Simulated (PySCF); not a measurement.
## Electronic structure of C6H10N2Si in real space

Input

```
{"job": {"kind": "nmr", "xc": "PBE0", "basis": "pcSseg-1"}, "charge": 0, "multiplicity": 1}
C     -2.640938     1.951182    -0.039968
N     -1.878147     1.064109     0.406154
C     -2.027256    -0.293027     0.013041
Si    -0.541394    -0.731012    -1.121363
N      0.955335    -0.540951    -0.247022
C      1.643127    -1.523809     0.418478
C      2.726655    -0.981439     1.035480
C      2.715341     0.404227     0.744225
C      1.625549     0.636247    -0.035247
H     -3.482829     1.758413    -0.717116
H     -2.473793     2.975000     0.259102
H     -1.976721    -0.906740     0.915077
H     -2.981567    -0.494533    -0.497647
H     -0.497887     0.188577    -2.258942
H     -0.621469    -2.136771    -1.519942
H      1.299568    -2.539287     0.391832
H      3.452829    -1.500756     1.629859
H      3.434060     1.128878     1.073837
H      1.259733     1.550944    -0.457301
```

Command:

```sh
OMP_NUM_THREADS=1 python probes_run.py task.json out
```

Geometry: GFN2-xTB.

Level of theory: PBE0/pcSseg-1, SCF density, gas phase, non-relativistic in PySCF 2.14.0.

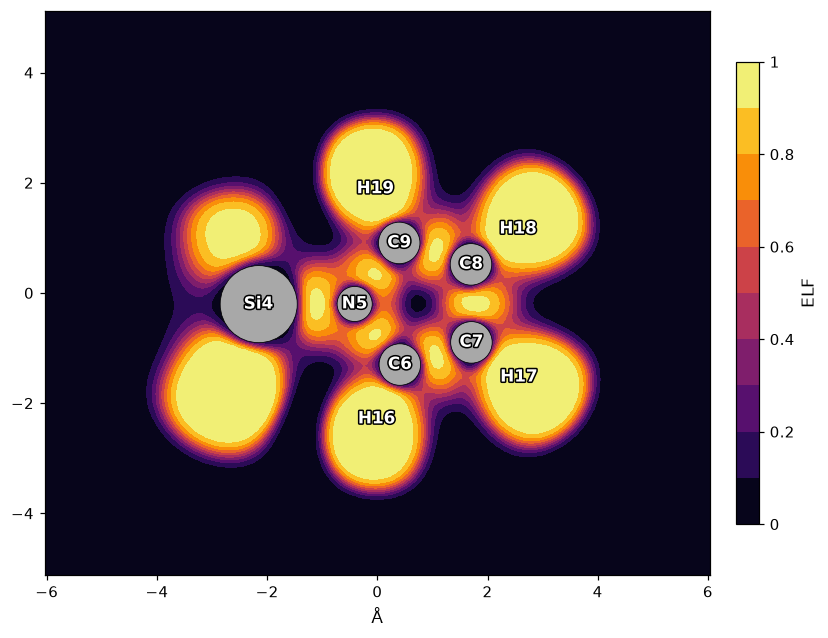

Figure 1. ELF on the plane of atoms C8, C9 and H19. Grey discs cover the atomic cores.

**Describe what can be read from this map.**

The plane passes through Si, N, C and H nuclei.
C–C (1.36 Å): the ELF peaks at about 0.95 between the atoms; localised, covalent bonding.
Si–N (1.74 Å): the ELF peaks at about 0.95 between the atoms: a polar covalent bond.
C–H (1.07 Å): the ELF climbs to about 1 towards the hydrogen, as it does in any bond to H (an ordinary covalent bond to hydrogen).
C–N (1.37 Å): the ELF peaks at about 0.90 between the atoms, as expected for a covalent bond.
C–C (1.42 Å): the ELF peaks at about 0.95 between the atoms (a covalent bond).

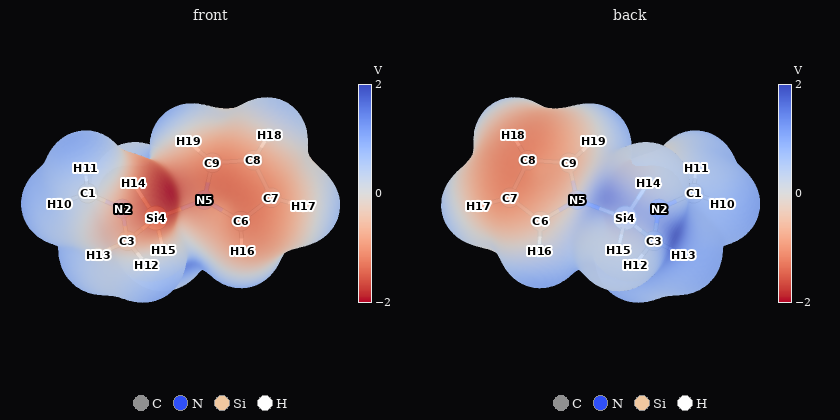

Figure 2. The electrostatic potential painted on the density surface at 0.002 e/bohr³, seen from the front and from behind; red is negative and blue positive.

**Describe the electrostatic potential map.**

The most negative region (about −1.9 V) lies over N2, the most positive (about +1.6 V) over Si4. N2 is the likeliest acceptor of a hydrogen bond.
